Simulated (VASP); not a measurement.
Band structure of NaCl (space group Fm-3m). Method: PBE GGA, VASP's PBE PAW potentials (set 64) (plane waves; VASP).

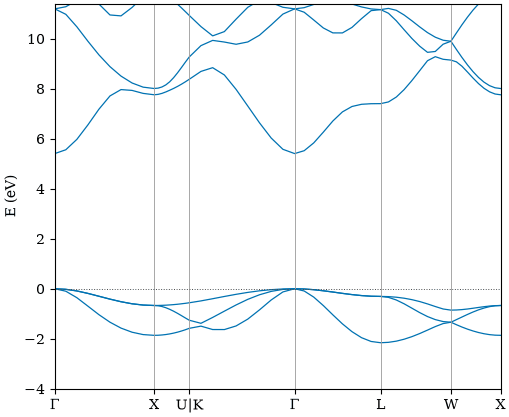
Fig. 1. Bands along high-symmetry lines, zero at the valence-band maximum or, without a gap, the Fermi level

### Question
Read the plot: is there a gap, and where are the band edges?

### Answer
The gap is direct, 5.41 eV, from the valence maximum at Γ to the conduction minimum at Γ.

The structure comes from a computed database's NaCl entry; how it stands against other phases isn't given here. The cell was not relaxed at this level.
